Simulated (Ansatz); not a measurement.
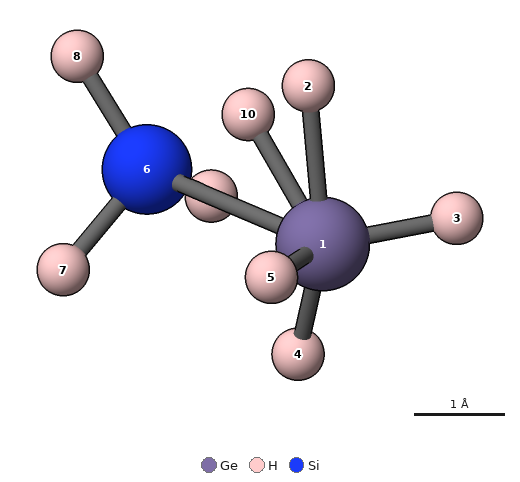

Figure 1. The starting structure (ball-and-stick view, seen at a tilt; atoms are numbered from 1 in the order of the input). Sticks mark near contacts. Bond lengths as drawn: Ge–H 1.53 to 1.84 Å, Ge–Si 2.80 Å and H–Si 1.49 to 1.50 Å.

Run report: GeSiH8, molecular dynamics (part 1 of 3)

System: GeSiH8.
Method: RKS CAM-B3LYP/def2-SVP (Ansatz 0.2.0).

It belongs to a series of runs on one base structure; here: dynamics from the highest image of the converged band. Figures and captions count atoms from 1; the log counts them from 0 in places.

**The program's output**
```
Engine: ansatz 0.2.0, x86_64-unknown-linux-gnu
Functional definition: CAM-B3LYP
  parameter alpha = 0.19
  parameter beta = 0.46
  parameter omega = 0.33/bohr
  parameter ac = 0.81
  exchange = (1 - alpha - beta)*b88_x + beta*b88_x_sr(omega) + alpha*exact_x + beta*exact_x_lr(omega)
  correlation = (1 - ac)*vwn5_c + ac*lyp_c
964 factors; integrals over basis functions are off by at most 3.1e-4 eV
337 factors; integrals over basis functions are off by at most 9.3e-7 eV
mean field evaluation 1: about -64514.4853 eV, gradient 1.8e1 eV
mean field evaluation 2: about -64514.7125 eV, gradient 1.6e1 eV
mean field evaluation 4: about -64514.9538 eV, gradient 2.2e-1 eV
mean field evaluation 8: about -64514.9544 eV, gradient 3.0e-3 eV
mean field -64514.95435741 eV, -2370.8808428283 hartree, gradient 3.2e-5 eV, S^2 0.000000; 0 other end points of the search recorded, 0 dependent functions left out
the calculation of the forces begins
reference -64514.95449319 eV, -2370.8808478178 hartree; 27, 27 occupied and 63, 63 virtual orbitals, 964 factors
md step     0: t =     0.00 fs  T =   300.0 K  F+E_penalty+E_count = -64514.95435741 eV  E_kin = 0.310224 eV  conserved = -64514.64413342 eV  (24 SCF iters)
these checks for a lower state are left out or cut short: starts, cluster_reference, orbital_swaps, neighbouring_geometries, increment
964 factors; integrals over basis functions are off by at most 3.2e-4 eV
337 factors; integrals over basis functions are off by at most 9.2e-7 eV
mean field evaluation 16: about -64514.9500 eV, gradient 2.6e-3 eV
mean field -64514.95040493 eV, -2370.8806975773 hartree, gradient 1.4e-5 eV, S^2 0.000000; 0 other end points of the search recorded, 0 dependent functions left out
the calculation of the forces begins
reference -64514.95054056 eV, -2370.8807025613 hartree; 27, 27 occupied and 63, 63 virtual orbitals, 964 factors
md step     1: t =     0.50 fs  T =   296.2 K  F+E_penalty+E_count = -64514.95040493 eV  E_kin = 0.306314 eV  conserved = -64514.64409113 eV  (26 SCF iters)
[... from here on the SCF iterations and repeated set-up lines of each step are left out, up to the last step ...]
md step     2: t =     1.00 fs  T =   285.5 K  F+E_penalty+E_count = -64514.93924226 eV  E_kin = 0.295266 eV  conserved = -64514.64397642 eV  (26 SCF iters)
md step     3: t =     1.50 fs  T =   269.7 K  F+E_penalty+E_count = -64514.92268512 eV  E_kin = 0.278885 eV  conserved = -64514.64380030 eV  (26 SCF iters)
md step     4: t =     2.00 fs  T =   251.4 K  F+E_penalty+E_count = -64514.90351410 eV  E_kin = 0.259931 eV  conserved = -64514.64358330 eV  (25 SCF iters)
md step     5: t =     2.50 fs  T =   233.8 K  F+E_penalty+E_count = -64514.88514252 eV  E_kin = 0.241789 eV  conserved = -64514.64335308 eV  (25 SCF iters)
md step     6: t =     3.00 fs  T =   220.5 K  F+E_penalty+E_count = -64514.87119608 eV  E_kin = 0.228061 eV  conserved = -64514.64313502 eV  (25 SCF iters)
md step     7: t =     3.50 fs  T =   214.9 K  F+E_penalty+E_count = -64514.86512722 eV  E_kin = 0.222183 eV  conserved = -64514.64294447 eV  (25 SCF iters)
md step     8: t =     4.00 fs  T =   219.7 K  F+E_penalty+E_count = -64514.86998551 eV  E_kin = 0.227203 eV  conserved = -64514.64278251 eV  (25 SCF iters)
md step     9: t =     4.50 fs  T =   237.7 K  F+E_penalty+E_count = -64514.88841947 eV  E_kin = 0.245783 eV  conserved = -64514.64263674 eV  (25 SCF iters)
md step    10: t =     5.00 fs  T =   271.2 K  F+E_penalty+E_count = -64514.92288935 eV  E_kin = 0.280396 eV  conserved = -64514.64249339 eV  (25 SCF iters)
md step    11: t =     5.50 fs  T =   322.6 K  F+E_penalty+E_count = -64514.97591931 eV  E_kin = 0.333558 eV  conserved = -64514.64236103 eV  (24 SCF iters)
md step    12: t =     6.00 fs  T =   394.3 K  F+E_penalty+E_count = -64515.05004099 eV  E_kin = 0.407734 eV  conserved = -64514.64230693 eV  (25 SCF iters)
md step    13: t =     6.50 fs  T =   487.8 K  F+E_penalty+E_count = -64515.14689743 eV  E_kin = 0.504397 eV  conserved = -64514.64250088 eV  (25 SCF iters)
md step    14: t =     7.00 fs  T =   601.2 K  F+E_penalty+E_count = -64515.26490795 eV  E_kin = 0.621675 eV  conserved = -64514.64323271 eV  (25 SCF iters)
md step    15: t =     7.50 fs  T =   725.9 K  F+E_penalty+E_count = -64515.39538613 eV  E_kin = 0.750589 eV  conserved = -64514.64479711 eV  (25 SCF iters)
md step    16: t =     8.00 fs  T =   843.4 K  F+E_penalty+E_count = -64515.51914117 eV  E_kin = 0.872109 eV  conserved = -64514.64703257 eV  (25 SCF iters)
md step    17: t =     8.50 fs  T =   930.4 K  F+E_penalty+E_count = -64515.61060348 eV  E_kin = 0.962134 eV  conserved = -64514.64846915 eV  (24 SCF iters)
md step    18: t =     9.00 fs  T =   980.7 K  F+E_penalty+E_count = -64515.66054826 eV  E_kin = 1.014152 eV  conserved = -64514.64639668 eV  (24 SCF iters)
md step    19: t =     9.50 fs  T =  1034.8 K  F+E_penalty+E_count = -64515.71106160 eV  E_kin = 1.070092 eV  conserved = -64514.64096944 eV  (23 SCF iters)
md step    20: t =    10.00 fs  T =  1164.9 K  F+E_penalty+E_count = -64515.84369490 eV  E_kin = 1.204610 eV  conserved = -64514.63908496 eV  (23 SCF iters)
md step    21: t =    10.50 fs  T =  1392.4 K  F+E_penalty+E_count = -64516.08405517 eV  E_kin = 1.439823 eV  conserved = -64514.64423175 eV  (23 SCF iters)
md step    22: t =    11.00 fs  T =  1652.2 K  F+E_penalty+E_count = -64516.35803774 eV  E_kin = 1.708483 eV  conserved = -64514.64955463 eV  (23 SCF iters)
md step    23: t =    11.50 fs  T =  1867.7 K  F+E_penalty+E_count = -64516.58171056 eV  E_kin = 1.931311 eV  conserved = -64514.65039959 eV  (23 SCF iters)
md step    24: t =    12.00 fs  T =  2015.4 K  F+E_penalty+E_count = -64516.73247532 eV  E_kin = 2.084101 eV  conserved = -64514.64837386 eV  (23 SCF iters)
md step    25: t =    12.50 fs  T =  2116.1 K  F+E_penalty+E_count = -64516.83413723 eV  E_kin = 2.188210 eV  conserved = -64514.64592694 eV  (23 SCF iters)
md step    26: t =    13.00 fs  T =  2202.3 K  F+E_penalty+E_count = -64516.92143918 eV  E_kin = 2.277323 eV  conserved = -64514.64411664 eV  (23 SCF iters)
md step    27: t =    13.50 fs  T =  2300.2 K  F+E_penalty+E_count = -64517.02174377 eV  E_kin = 2.378629 eV  conserved = -64514.64311466 eV  (24 SCF iters)
md step    28: t =    14.00 fs  T =  2425.0 K  F+E_penalty+E_count = -64517.15048802 eV  E_kin = 2.507605 eV  conserved = -64514.64288347 eV  (24 SCF iters)
md step    29: t =    14.50 fs  T =  2579.5 K  F+E_penalty+E_count = -64517.31084243 eV  E_kin = 2.667363 eV  conserved = -64514.64347952 eV  (24 SCF iters)
md step    30: t =    15.00 fs  T =  2753.8 K  F+E_penalty+E_count = -64517.49269926 eV  E_kin = 2.847604 eV  conserved = -64514.64509517 eV  (24 SCF iters)
md step    31: t =    15.50 fs  T =  2922.9 K  F+E_penalty+E_count = -64517.67039085 eV  E_kin = 3.022560 eV  conserved = -64514.64783086 eV  (24 SCF iters)
md step    32: t =    16.00 fs  T =  3048.1 K  F+E_penalty+E_count = -64517.80300793 eV  E_kin = 3.152007 eV  conserved = -64514.65100112 eV  (24 SCF iters)
md step    33: t =    16.50 fs  T =  3090.6 K  F+E_penalty+E_count = -64517.84798530 eV  E_kin = 3.195913 eV  conserved = -64514.65207206 eV  (24 SCF iters)
md step    34: t =    17.00 fs  T =  3049.4 K  F+E_penalty+E_count = -64517.80081628 eV  E_kin = 3.153274 eV  conserved = -64514.64754261 eV  (24 SCF iters)
md step    35: t =    17.50 fs  T =  2996.8 K  F+E_penalty+E_count = -64517.73875800 eV  E_kin = 3.098892 eV  conserved = -64514.63986617 eV  (23 SCF iters)
md step    36: t =    18.00 fs  T =  3030.5 K  F+E_penalty+E_count = -64517.77326641 eV  E_kin = 3.133739 eV  conserved = -64514.63952720 eV  (23 SCF iters)
md step    37: t =    18.50 fs  T =  3154.7 K  F+E_penalty+E_count = -64517.90905136 eV  E_kin = 3.262214 eV  conserved = -64514.64683720 eV  (23 SCF iters)
md step    38: t =    19.00 fs  T =  3276.9 K  F+E_penalty+E_count = -64518.03996301 eV  E_kin = 3.388581 eV  conserved = -64514.65138164 eV  (23 SCF iters)
md step    39: t =    19.50 fs  T =  3324.8 K  F+E_penalty+E_count = -64518.08847030 eV  E_kin = 3.438077 eV  conserved = -64514.65039348 eV  (23 SCF iters)
md step    40: t =    20.00 fs  T =  3297.8 K  F+E_penalty+E_count = -64518.05747558 eV  E_kin = 3.410215 eV  conserved = -64514.64726031 eV  (23 SCF iters)
md step    41: t =    20.50 fs  T =  3234.0 K  F+E_penalty+E_count = -64517.98872089 eV  E_kin = 3.344211 eV  conserved = -64514.64450974 eV  (23 SCF iters)
md step    42: t =    21.00 fs  T =  3172.3 K  F+E_penalty+E_count = -64517.92323987 eV  E_kin = 3.280405 eV  conserved = -64514.64283522 eV  (22 SCF iters)
md step    43: t =    21.50 fs  T =  3138.3 K  F+E_penalty+E_count = -64517.88746519 eV  E_kin = 3.245296 eV  conserved = -64514.64216895 eV  (23 SCF iters)
md step    44: t =    22.00 fs  T =  3142.8 K  F+E_penalty+E_count = -64517.89227608 eV  E_kin = 3.249894 eV  conserved = -64514.64238205 eV  (23 SCF iters)
md step    45: t =    22.50 fs  T =  3182.3 K  F+E_penalty+E_count = -64517.93425768 eV  E_kin = 3.290746 eV  conserved = -64514.64351168 eV  (23 SCF iters)
md step    46: t =    23.00 fs  T =  3239.3 K  F+E_penalty+E_count = -64517.99534911 eV  E_kin = 3.349654 eV  conserved = -64514.64569558 eV  (23 SCF iters)
md step    47: t =    23.50 fs  T =  3281.5 K  F+E_penalty+E_count = -64518.04206684 eV  E_kin = 3.393350 eV  conserved = -64514.64871711 eV  (24 SCF iters)
md step    48: t =    24.00 fs  T =  3269.0 K  F+E_penalty+E_count = -64518.03144119 eV  E_kin = 3.380366 eV  conserved = -64514.65107489 eV  (24 SCF iters)
md step    49: t =    24.50 fs  T =  3179.1 K  F+E_penalty+E_count = -64517.93684583 eV  E_kin = 3.287410 eV  conserved = -64514.64943588 eV  (23 SCF iters)
md step    50: t =    25.00 fs  T =  3049.0 K  F+E_penalty+E_count = -64517.79529025 eV  E_kin = 3.152890 eV  conserved = -64514.64239977 eV  (23 SCF iters)
md step    51: t =    25.50 fs  T =  2976.0 K  F+E_penalty+E_count = -64517.71504909 eV  E_kin = 3.077437 eV  conserved = -64514.63761216 eV  (23 SCF iters)
md step    52: t =    26.00 fs  T =  3018.5 K  F+E_penalty+E_count = -64517.76370729 eV  E_kin = 3.121325 eV  conserved = -64514.64238222 eV  (23 SCF iters)
md step    53: t =    26.50 fs  T =  3118.6 K  F+E_penalty+E_count = -64517.87416159 eV  E_kin = 3.224924 eV  conserved = -64514.64923774 eV  (23 SCF iters)
md step    54: t =    27.00 fs  T =  3181.6 K  F+E_penalty+E_count = -64517.94072564 eV  E_kin = 3.290034 eV  conserved = -64514.65069132 eV  (22 SCF iters)
md step    55: t =    27.50 fs  T =  3172.9 K  F+E_penalty+E_count = -64517.92922765 eV  E_kin = 3.280987 eV  conserved = -64514.64824062 eV  (22 SCF iters)
md step    56: t =    28.00 fs  T =  3116.4 K  F+E_penalty+E_count = -64517.86780056 eV  E_kin = 3.222587 eV  conserved = -64514.64521316 eV  (23 SCF iters)
md step    57: t =    28.50 fs  T =  3052.5 K  F+E_penalty+E_count = -64517.79958452 eV  E_kin = 3.156509 eV  conserved = -64514.64307589 eV  (23 SCF iters)
md step    58: t =    29.00 fs  T =  3012.7 K  F+E_penalty+E_count = -64517.75739182 eV  E_kin = 3.115375 eV  conserved = -64514.64201661 eV  (23 SCF iters)
md step    59: t =    29.50 fs  T =  3013.6 K  F+E_penalty+E_count = -64517.75818368 eV  E_kin = 3.116298 eV  conserved = -64514.64188613 eV  (23 SCF iters)
md step    60: t =    30.00 fs  T =  3057.3 K  F+E_penalty+E_count = -64517.80409970 eV  E_kin = 3.161474 eV  conserved = -64514.64262586 eV  (23 SCF iters)
md step    61: t =    30.50 fs  T =  3132.1 K  F+E_penalty+E_count = -64517.88313520 eV  E_kin = 3.238796 eV  conserved = -64514.64433900 eV  (23 SCF iters)
md step    62: t =    31.00 fs  T =  3211.7 K  F+E_penalty+E_count = -64517.96826104 eV  E_kin = 3.321188 eV  conserved = -64514.64707261 eV  (23 SCF iters)
md step    63: t =    31.50 fs  T =  3257.5 K  F+E_penalty+E_count = -64518.01866870 eV  E_kin = 3.368539 eV  conserved = -64514.65012971 eV  (23 SCF iters)
md step    64: t =    32.00 fs  T =  3232.4 K  F+E_penalty+E_count = -64517.99359163 eV  E_kin = 3.342547 eV  conserved = -64514.65104448 eV  (22 SCF iters)
md step    65: t =    32.50 fs  T =  3137.4 K  F+E_penalty+E_count = -64517.89088991 eV  E_kin = 3.244371 eV  conserved = -64514.64651933 eV  (22 SCF iters)
md step    66: t =    33.00 fs  T =  3044.8 K  F+E_penalty+E_count = -64517.78768858 eV  E_kin = 3.148524 eV  conserved = -64514.63916473 eV  (23 SCF iters)
md step    67: t =    33.50 fs  T =  3048.0 K  F+E_penalty+E_count = -64517.79099205 eV  E_kin = 3.151852 eV  conserved = -64514.63914025 eV  (23 SCF iters)
md step    68: t =    34.00 fs  T =  3147.3 K  F+E_penalty+E_count = -64517.90109818 eV  E_kin = 3.254594 eV  conserved = -64514.64650420 eV  (23 SCF iters)
md step    69: t =    34.50 fs  T =  3249.0 K  F+E_penalty+E_count = -64518.01085502 eV  E_kin = 3.359759 eV  conserved = -64514.65109594 eV  (23 SCF iters)
md step    70: t =    35.00 fs  T =  3280.1 K  F+E_penalty+E_count = -64518.04214037 eV  E_kin = 3.391901 eV  conserved = -64514.65023959 eV  (23 SCF iters)
md step    71: t =    35.50 fs  T =  3238.5 K  F+E_penalty+E_count = -64517.99611218 eV  E_kin = 3.348888 eV  conserved = -64514.64722445 eV  (23 SCF iters)
md step    72: t =    36.00 fs  T =  3160.5 K  F+E_penalty+E_count = -64517.91278348 eV  E_kin = 3.268253 eV  conserved = -64514.64453027 eV  (22 SCF iters)
md step    73: t =    36.50 fs  T =  3084.3 K  F+E_penalty+E_count = -64517.83227746 eV  E_kin = 3.189421 eV  conserved = -64514.64285672 eV  (23 SCF iters)
md step    74: t =    37.00 fs  T =  3035.3 K  F+E_penalty+E_count = -64517.78092800 eV  E_kin = 3.138769 eV  conserved = -64514.64215873 eV  (23 SCF iters)
md step    75: t =    37.50 fs  T =  3024.6 K  F+E_penalty+E_count = -64517.77003412 eV  E_kin = 3.127707 eV  conserved = -64514.64232747 eV  (24 SCF iters)
md step    76: t =    38.00 fs  T =  3049.5 K  F+E_penalty+E_count = -64517.79682088 eV  E_kin = 3.153407 eV  conserved = -64514.64341339 eV  (23 SCF iters)
md step    77: t =    38.50 fs  T =  3092.9 K  F+E_penalty+E_count = -64517.84386333 eV  E_kin = 3.198302 eV  conserved = -64514.64556183 eV  (23 SCF iters)
md step    78: t =    39.00 fs  T =  3123.1 K  F+E_penalty+E_count = -64517.87814131 eV  E_kin = 3.229561 eV  conserved = -64514.64858076 eV  (23 SCF iters)
md step    79: t =    39.50 fs  T =  3100.0 K  F+E_penalty+E_count = -64517.85663332 eV  E_kin = 3.205634 eV  conserved = -64514.65099939 eV  (23 SCF iters)
md step    80: t =    40.00 fs  T =  3000.0 K  F+E_penalty+E_count = -64517.75171740 eV  E_kin = 3.102234 eV  conserved = -64514.64948352 eV  (23 SCF iters)
md step    81: t =    40.50 fs  T =  2858.6 K  F+E_penalty+E_count = -64517.59856199 eV  E_kin = 2.956025 eV  conserved = -64514.64253681 eV  (23 SCF iters)
md step    82: t =    41.00 fs  T =  2772.2 K  F+E_penalty+E_count = -64517.50429935 eV  E_kin = 2.866629 eV  conserved = -64514.63767026 eV  (23 SCF iters)
md step    83: t =    41.50 fs  T =  2799.8 K  F+E_penalty+E_count = -64517.53757655 eV  E_kin = 2.895202 eV  conserved = -64514.64237498 eV  (24 SCF iters)
md step    84: t =    42.00 fs  T =  2884.6 K  F+E_penalty+E_count = -64517.63218624 eV  E_kin = 2.982859 eV  conserved = -64514.64932754 eV  (23 SCF iters)
md step    85: t =    42.50 fs  T =  2930.4 K  F+E_penalty+E_count = -64517.68119967 eV  E_kin = 3.030314 eV  conserved = -64514.65088557 eV  (22 SCF iters)
md step    86: t =    43.00 fs  T =  2901.6 K  F+E_penalty+E_count = -64517.64892104 eV  E_kin = 3.000464 eV  conserved = -64514.64845681 eV  (23 SCF iters)
md step    87: t =    43.50 fs  T =  2821.6 K  F+E_penalty+E_count = -64517.56311329 eV  E_kin = 2.917724 eV  conserved = -64514.64538931 eV  (23 SCF iters)
md step    88: t =    44.00 fs  T =  2731.3 K  F+E_penalty+E_count = -64517.46755567 eV  E_kin = 2.824378 eV  conserved = -64514.64317813 eV  (23 SCF iters)
md step    89: t =    44.50 fs  T =  2663.5 K  F+E_penalty+E_count = -64517.39629053 eV  E_kin = 2.754265 eV  conserved = -64514.64202527 eV  (23 SCF iters)
md step    90: t =    45.00 fs  T =  2636.2 K  F+E_penalty+E_count = -64517.36785892 eV  E_kin = 2.726071 eV  conserved = -64514.64178785 eV  (24 SCF iters)
md step    91: t =    45.50 fs  T =  2653.4 K  F+E_penalty+E_count = -64517.38619607 eV  E_kin = 2.743781 eV  conserved = -64514.64241526 eV  (24 SCF iters)
md step    92: t =    46.00 fs  T =  2705.0 K  F+E_penalty+E_count = -64517.44116230 eV  E_kin = 2.797138 eV  conserved = -64514.64402400 eV  (23 SCF iters)
md step    93: t =    46.50 fs  T =  2766.5 K  F+E_penalty+E_count = -64517.50744224 eV  E_kin = 2.860764 eV  conserved = -64514.64667825 eV  (23 SCF iters)
md step    94: t =    47.00 fs  T =  2800.4 K  F+E_penalty+E_count = -64517.54550198 eV  E_kin = 2.895796 eV  conserved = -64514.64970572 eV  (23 SCF iters)
md step    95: t =    47.50 fs  T =  2770.0 K  F+E_penalty+E_count = -64517.51505056 eV  E_kin = 2.864391 eV  conserved = -64514.65066000 eV  (22 SCF iters)
md step    96: t =    48.00 fs  T =  2676.0 K  F+E_penalty+E_count = -64517.41337868 eV  E_kin = 2.767155 eV  conserved = -64514.64622344 eV  (22 SCF iters)
md step    97: t =    48.50 fs  T =  2589.2 K  F+E_penalty+E_count = -64517.31637022 eV  E_kin = 2.677445 eV  conserved = -64514.63892537 eV  (23 SCF iters)
md step    98: t =    49.00 fs  T =  2602.6 K  F+E_penalty+E_count = -64517.33022085 eV  E_kin = 2.691309 eV  conserved = -64514.63891145 eV  (23 SCF iters)
md step    99: t =    49.50 fs  T =  2716.1 K  F+E_penalty+E_count = -64517.45497320 eV  E_kin = 2.808639 eV  conserved = -64514.64633427 eV  (23 SCF iters)
md step   100: t =    50.00 fs  T =  2835.0 K  F+E_penalty+E_count = -64517.58263152 eV  E_kin = 2.931621 eV  conserved = -64514.65101051 eV  (23 SCF iters)
md step   101: t =    50.50 fs  T =  2885.3 K  F+E_penalty+E_count = -64517.63385780 eV  E_kin = 2.983664 eV  conserved = -64514.65019396 eV  (23 SCF iters)
md step   102: t =    51.00 fs  T =  2864.4 K  F+E_penalty+E_count = -64517.60917632 eV  E_kin = 2.962003 eV  conserved = -64514.64717301 eV  (23 SCF iters)
md step   103: t =    51.50 fs  T =  2808.5 K  F+E_penalty+E_count = -64517.54867604 eV  E_kin = 2.904225 eV  conserved = -64514.64445140 eV  (23 SCF iters)
md step   104: t =    52.00 fs  T =  2756.3 K  F+E_penalty+E_count = -64517.49293346 eV  E_kin = 2.850185 eV  conserved = -64514.64274881 eV  (23 SCF iters)
md step   105: t =    52.50 fs  T =  2733.6 K  F+E_penalty+E_count = -64517.46881018 eV  E_kin = 2.826781 eV  conserved = -64514.64202903 eV  (23 SCF iters)
md step   106: t =    53.00 fs  T =  2752.1 K  F+E_penalty+E_count = -64517.48804232 eV  E_kin = 2.845856 eV  conserved = -64514.64218644 eV  (23 SCF iters)
md step   107: t =    53.50 fs  T =  2809.1 K  F+E_penalty+E_count = -64517.54812148 eV  E_kin = 2.904846 eV  conserved = -64514.64327509 eV  (23 SCF iters)
md step   108: t =    54.00 fs  T =  2887.8 K  F+E_penalty+E_count = -64517.63167803 eV  E_kin = 2.986239 eV  conserved = -64514.64543926 eV  (23 SCF iters)
md step   109: t =    54.50 fs  T =  2956.3 K  F+E_penalty+E_count = -64517.70552344 eV  E_kin = 3.057033 eV  conserved = -64514.64849001 eV  (22 SCF iters)
md step   110: t =    55.00 fs  T =  2973.9 K  F+E_penalty+E_count = -64517.72618951 eV  E_kin = 3.075224 eV  conserved = -64514.65096508 eV  (23 SCF iters)
md step   111: t =    55.50 fs  T =  2916.3 K  F+E_penalty+E_count = -64517.66520999 eV  E_kin = 3.015675 eV  conserved = -64514.64953523 eV  (23 SCF iters)
```
